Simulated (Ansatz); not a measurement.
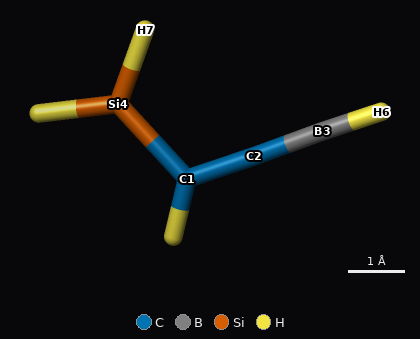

The input geometry (stick view, seen at a tilt; atoms are numbered from 1 in the order of the input). Bond lengths as drawn: B–C 1.40 Å, B–H 1.19 Å, C–C 1.34 Å, C–H 1.11 Å, C–Si 1.84 Å and H–Si 1.50 to 1.51 Å.

Run report: C₂H₄BSi (charge +1), phonon calculation

System: C₂H₄BSi, charge +1.
Method: RKS PBE-D4/cc-pVDZ (Ansatz 0.2.0).

It belongs to a series of runs on one base structure; here: vibrations at the highest image of the band. Figures and captions count atoms from 1; the log counts them from 0 in places.

### The input
```yaml
crystal:
  periodic: [false, false, false]
  atoms:
    - { symbol: C, position_ang: [0.640406, 0.44327, -0.489964] }
    - { symbol: C, position_ang: [-0.365681, 0.934595, 0.251548] }
    - { symbol: B, position_ang: [-1.421935, 1.411159, 1.034214] }
    - { symbol: Si, position_ang: [0.695372, -1.397308, -0.514691] }
    - { symbol: H, position_ang: [1.390257, 1.065215, -1.020042] }
    - { symbol: H, position_ang: [-2.308947, 1.848469, 1.689232] }
    - { symbol: H, position_ang: [-0.363061, -2.089911, 0.286038] }
    - { symbol: H, position_ang: [1.733588, -2.215488, -1.236345] }
total_charge: 1
basis:
  gaussian: { orbitals: cc-pVDZ }
hamiltonian:
  xc: pbe
  dispersion: d4
phonons: {}
```

Command:
```bash
ansatz run input.yaml --threads 1 --pin off --max-ram 2048MiB --backend cpu --events-out ev --progress --plain --runs-dir out
```

### The program's output
```
Engine: ansatz 0.2.0, x86_64-unknown-linux-gnu
Functional definition: PBE
  parameter kappa = 0.804
  parameter beta = 0.06672455060314922
  exchange = pbe_x(kappa = kappa, mu = beta*pi^2/3)
  correlation = pbe_c(beta = beta)
984 factors; their error is unknown
mean field evaluation 1: about -10658.0198 eV, gradient 7.1e1 eV
mean field evaluation 2: about -10580.8523 eV, gradient 1.5e2 eV
mean field evaluation 4: about -10661.7795 eV, gradient 4.2e1 eV
mean field evaluation 8: about -10673.2261 eV, gradient 3.3e-1 eV
mean field evaluation 16: about -10673.1942 eV, gradient 3.3e-4 eV
mean field -10673.19418349 eV, -392.2326516926 hartree, gradient 3.3e-5 eV, S^2 0.000000; 1 other end points of the search recorded, 0 dependent functions left out
the calculation of the forces begins
reference -10673.19422178 eV, -392.2326530995 hartree; 17, 17 occupied and 63, 63 virtual orbitals, 984 factors
these checks for a lower state are left out or cut short: stability, starts, cluster_reference, orbital_swaps, neighbouring_geometries, increment
984 factors; their error is unknown
mean field -10673.19412686 eV, -392.2326496112 hartree, gradient 1.2e-6 eV, S^2 0.000000; 0 other end points of the search recorded, 0 dependent functions left out
[... from here on the field's lines of each further geometry are left out, up to the last ...]
the calculation of the forces begins
reference -10673.19423340 eV, -392.2326535267 hartree; 17, 17 occupied and 63, 63 virtual orbitals, 984 factors
these checks for a lower state are left out or cut short: stability, starts, cluster_reference, orbital_swaps, neighbouring_geometries, increment
984 factors; their error is unknown
mean field -10673.19414712 eV, -392.2326503560 hartree, gradient 2.3e-6 eV, S^2 0.000000; 0 other end points of the search recorded, 0 dependent functions left out
the calculation of the forces begins
reference -10673.19418541 eV, -392.2326517629 hartree; 17, 17 occupied and 63, 63 virtual orbitals, 984 factors
WARN: phonons: modes at or below zero, which the zero-point energy, F, S and C_V leave out: 1, the lowest at -361.57 cm⁻¹. A minimum has none, and a first-order saddle one
Total energy: -10673.34030004 eV, -392.2380213766 hartree
Atom 0 at     0.640406     0.443270    -0.489964 Å, force     0.033273    -0.029891    -0.004632 eV/Å
Atom 1 at    -0.365681     0.934595     0.251548 Å, force     0.011439    -0.025995     0.018141 eV/Å
Atom 2 at    -1.421935     1.411159     1.034214 Å, force    -0.011794     0.047424    -0.003558 eV/Å
Atom 3 at     0.695372    -1.397308    -0.514691 Å, force    -0.011054     0.033454     0.016394 eV/Å
Atom 4 at     1.390257     1.065215    -1.020042 Å, force    -0.013897    -0.005610    -0.025568 eV/Å
Atom 5 at    -2.308947     1.848469     1.689232 Å, force    -0.004681    -0.027133     0.009069 eV/Å
Atom 6 at    -0.363061    -2.089911     0.286038 Å, force    -0.010199     0.003669    -0.019825 eV/Å
Atom 7 at     1.733588    -2.215488    -1.236345 Å, force     0.006913     0.004081     0.009979 eV/Å
Dipole moment:     0.084266    -0.401575    -0.057461 e Å
Vibrations: -361.57 120.67 283.85 322.85 530.41 540.01 582.18 741.26 760.10 772.67 878.98 1043.25 1177.60 1845.76 2163.62 2243.65 2826.16 3034.79 cm⁻¹, zero-point energy 1.231647 eV
```

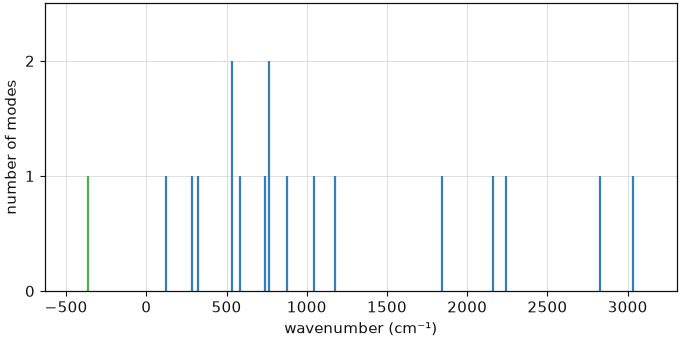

Harmonic vibrational wavenumbers from the force constants; neighbouring modes closer than 15 cm⁻¹ are counted in one stick, and imaginary ones are drawn at negative wavenumbers. 18 modes from 362i to 3035 cm⁻¹, 1 imaginary beyond 8i (362i cm⁻¹): a first-order saddle point, if the geometry is stationary.

### Summary

```json
{"quantity": "outcome", "value": "converged"}
{"quantity": "total energy", "value": "−10673.3403 eV"}
{"quantity": "mean-field energy", "value": "−10673.1942 eV"}
{"quantity": "largest force (length of the vector)", "value": "0.049 eV/Å"}
{"quantity": "hardware", "value": "1 thread of Intel Xeon (Sapphire Rapids), 10 GiB of memory available, shared host"}
{"quantity": "wall time", "value": "43 s"}
{"quantity": "peak memory", "value": "0.13 GiB"}
```
